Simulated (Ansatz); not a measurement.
```json
{"atom": "Si", "x (Å)": "-1.0377", "y (Å)": "-0.0755", "z (Å)": "-0.9432"}
{"atom": "Si", "x (Å)": "0.4266", "y (Å)": "-1.1724", "z (Å)": "0.5052"}
{"atom": "Cl", "x (Å)": "-0.7619", "y (Å)": "-0.7090", "z (Å)": "-2.8637"}
{"atom": "Cl", "x (Å)": "-2.9767", "y (Å)": "-0.4318", "z (Å)": "-0.4153"}
{"atom": "Cl", "x (Å)": "-0.7724", "y (Å)": "1.9679", "z (Å)": "-0.9353"}
{"atom": "H", "x (Å)": "1.0385", "y (Å)": "2.3804", "z (Å)": "0.7136"}
{"atom": "Cl", "x (Å)": "1.9689", "y (Å)": "2.2538", "z (Å)": "1.5904"}
{"atom": "H", "x (Å)": "0.1238", "y (Å)": "-2.6205", "z (Å)": "0.3777"}
{"atom": "H", "x (Å)": "1.8187", "y (Å)": "-0.8891", "z (Å)": "0.0826"}
{"atom": "H", "x (Å)": "0.1721", "y (Å)": "-0.7037", "z (Å)": "1.8880"}
```

The reactant side of a reaction path; geometry: PBE0-D4/def2-TZVP.

Computed with RKS PBE0-D4/def2-TZVPP in Ansatz.

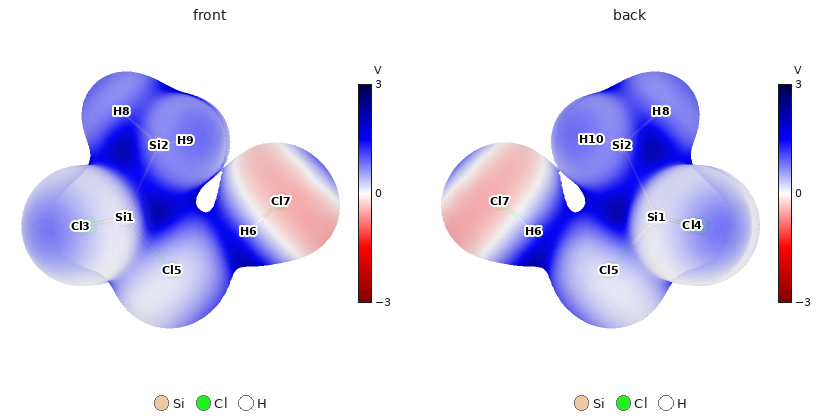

Cl3H3Si2···HCl. The molecular electrostatic potential painted on the density surface at 0.004 e/bohr³, seen from the front and from behind; the colour scale runs from red (negative) to blue (positive).

**Which sites attract a positive test charge, and which a negative one?**

A positive charge is drawn to the negative regions and a negative charge to the positive ones. The most negative region (about −0.5 V) lies over Cl7, the most positive (about +2.1 V) over Si1, Si2 and H6. Cl3 shows a σ-hole: about +0.8 V at the tip opposite its bond, against about +0.1 V on its flanks. Cl4 shows a σ-hole: about +0.8 V at the tip opposite its bond, against about +0.1 V on its flanks. Cl5 shows a σ-hole: about +1.0 V at the tip opposite its bond, against about +0.5 V on its flanks. Cl7 shows a σ-hole: about +0.8 V at the tip opposite its bond, against about −0.2 V on its flanks.
